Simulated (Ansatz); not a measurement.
**WH5Cl: nudged elastic band**

- system: WH5Cl
- method: RKS B3LYP-D4/def2-SVP (Ansatz 0.2.0)

One setting was made poor on purpose. It belongs to a series of runs on one base structure; here: an input spoilt on purpose.

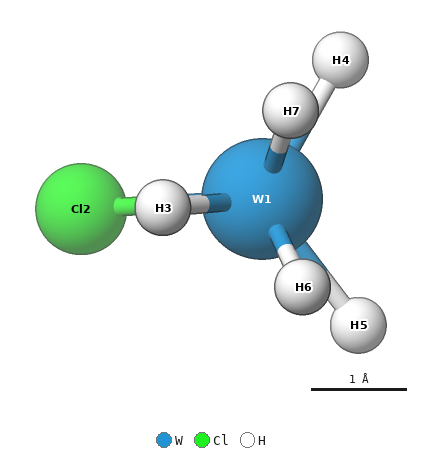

Fig. 1: The structure as given in the input (ball-and-stick view, seen at a tilt; atoms are numbered from 1 in the order of the input). Sticks mark near contacts.

**The input**
```yaml
crystal:
  periodic: [false, false, false]
  atoms:
    - { symbol: W, position_ang: [0.002392, 0.16462, 0.374757] }
    - { symbol: Cl, position_ang: [0.924514, 0.280003, 2.457918] }
    - { symbol: H, position_ang: [1.346049, -0.741433, 0.017095] }
    - { symbol: H, position_ang: [-0.138487, 1.715336, -0.31277] }
    - { symbol: H, position_ang: [-1.511982, -0.611178, 0.422749] }
    - { symbol: H, position_ang: [-0.157054, -1.176713, -0.62512] }
    - { symbol: H, position_ang: [0.755867, 0.369366, -1.113329] }
basis:
  gaussian: { orbitals: def2-SVP }
hamiltonian:
  xc: b3lyp
  dispersion: d4
neb:
  order_check: false
  images: 8
  f_tol: 0.03
  max_iterations: 8
  climbing: false
  final_atoms:
    - { symbol: W, position_ang: [0.002392, 0.16462, 0.374757] }
    - { symbol: Cl, position_ang: [0.924514, 0.280003, 2.457918] }
    - { symbol: H, position_ang: [1.346049, -0.741433, 0.017095] }
    - { symbol: H, position_ang: [-0.138487, 1.715336, -0.31277] }
    - { symbol: H, position_ang: [-1.511982, -0.611178, 0.422749] }
    - { symbol: H, position_ang: [-0.157054, -1.176713, -0.62512] }
    - { symbol: H, position_ang: [0.755867, 0.369366, -1.113329] }
  initial_path: idpp
```

Hardware: 1 thread of Arm Neoverse V1, 24 GiB of memory available, shared host.

Command:
```bash
ansatz run input.yaml --threads 1 --pin off --max-ram 2048MiB --backend cpu --events-out ev --progress --plain --runs-dir out
```

**The program's output**
```
Error: invalid value for `neb.final_atoms`: is identical to crystal.atoms — the two endpoints must differ for a path to exist
```

**Outcome**

- outcome: refused by the program

**Diagnosis**

The program refused the input: “invalid value for `neb.final_atoms`: is identical to crystal.atoms — the two endpoints must differ for a path to exist” A deliberately poor setting: bad input.
